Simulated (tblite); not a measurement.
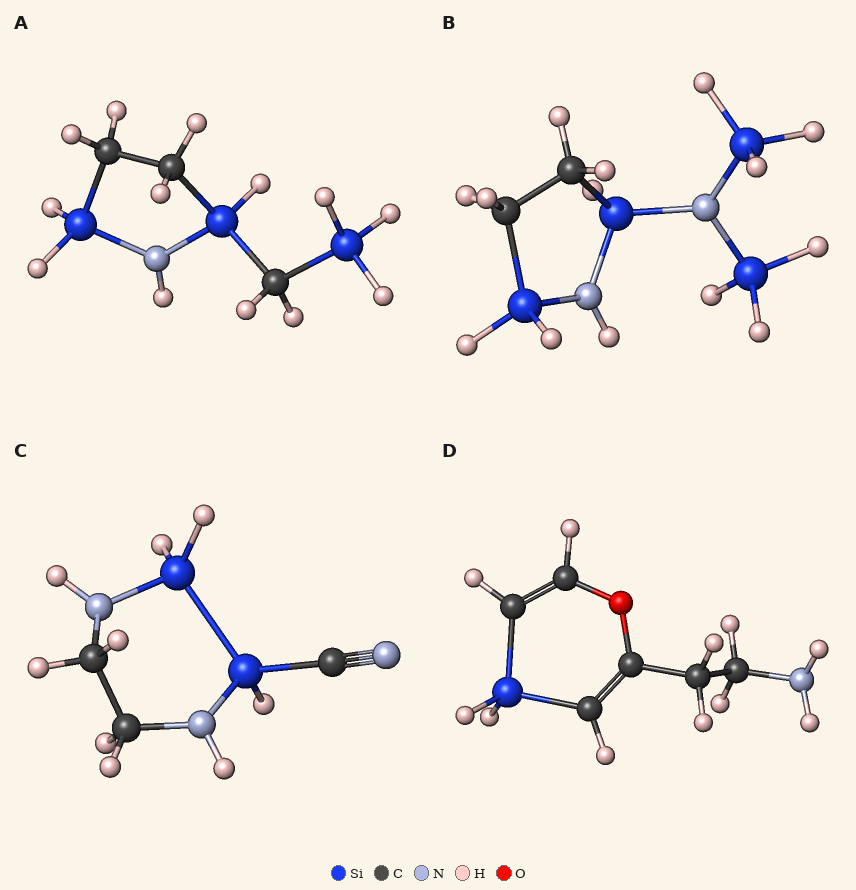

Simulated data, not a measurement (program: tblite).

Match each picture to its SMILES.
(1) [SiH3]N([SiH3])[Si@@H]1CC[SiH2]N1
(2) [SiH3]C[Si@@H]1CC[SiH2]N1
(3) N#C[Si@H]1NCCN[SiH2]1
(4) NCCC1=C[SiH2]C=CO1

A is (2), B is (1), C is (3), D is (4).
